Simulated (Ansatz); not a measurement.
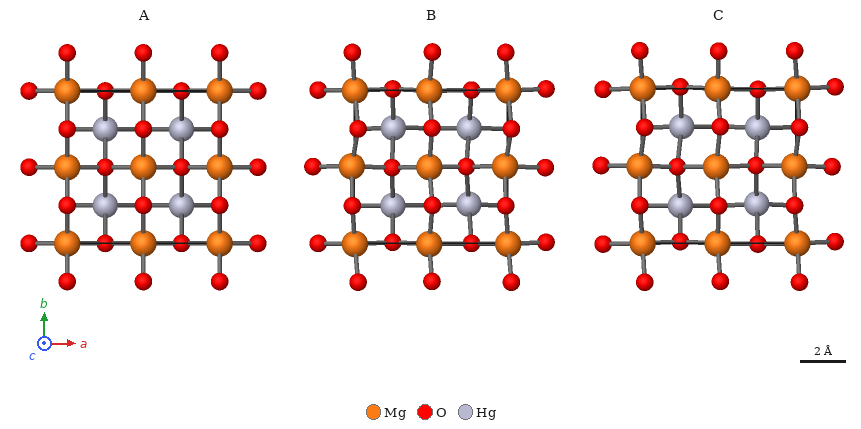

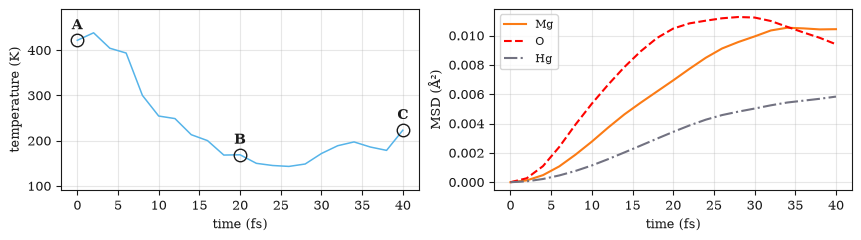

Molecular dynamics of a 16-atom cell of MgHgO2, 40 fs long. Frames (A at 0 fs, B at 20 fs, C at 40 fs) and the history of the run. The picture is a ball-and-stick view of the simulation cell, seen along the c axis. Bonds to atoms that aren't drawn are left out.

Theory: DFT, PBE, plane waves, PAW (Ansatz). Set-up: plane-wave cutoff 420 eV; k-point mesh 2 × 2 × 4; Fermi-Dirac smearing 0.039 eV; Langevin thermostat and barostat (NPT); set temperature 450 K; time step 2 fs.

Q: Describe the run.

A: In the second half of the run the atoms are, in the root-mean-square, this far from where they began (common drift taken out): O 0.10 Å, Mg 0.10 Å, Hg 0.07 Å. The run lasts only 40 fs, too short to tell vibration from diffusion. The mean temperature in the second half is 173 K (standard deviation 24 K). That is still far from the set 450 K: the thermostat hasn't settled it within this run. The potential energy in the second half lies on average 20.1 meV per atom above the first frame. The mean pressure there is 1.1 GPa. The volume ends +4.6 % from the start.

Cost: 100 s on 4 threads of Arm Neoverse V2, with other jobs on the host, peak memory 0.97 GiB.
